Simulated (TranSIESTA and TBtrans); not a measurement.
Device: Ag chain with one bond stretched by 1.0 Å. Leads: straight Ag chain, spacing 2.65 Å. Geometry: as built, not relaxed.

TranSIESTA and TBtrans, PBE, DZP numerical orbitals (energy shift 0.15 eV), PseudoDojo norm-conserving scalar-relativistic potentials, mesh cutoff 200 Ry, 300 K, no spin polarisation, no spin-orbit coupling; self-consistent non-equilibrium Green functions.

Energies count from the leads' Fermi level. Transmissions are for one spin of a degenerate pair. The energy step is 0.01 eV; narrower resonances are cut or missed.

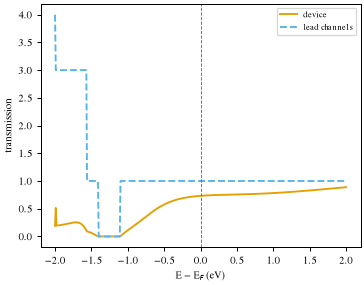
Figure: Transmission against energy

```tsv
E (eV)	T	lead channels
-2.00	0.19	band edge
-1.80	0.24	3
-1.60	0.17	3
-1.40	0	0
-1.20	0	0
-1.00	0.11	1
-0.80	0.31	1
-0.60	0.50	1
-0.40	0.63	1
-0.20	0.70	1
0.00	0.73	1
0.20	0.75	1
0.40	0.75	1
0.60	0.76	1
0.80	0.77	1
1.00	0.78	1
1.20	0.80	1
1.40	0.82	1
1.60	0.84	1
1.80	0.86	1
2.00	0.89	1
```

The straight chain is held at its spacing; free chains may zigzag or dimerise. No spin-polarised start was tried, so a magnetic state, if there is one, is missed.
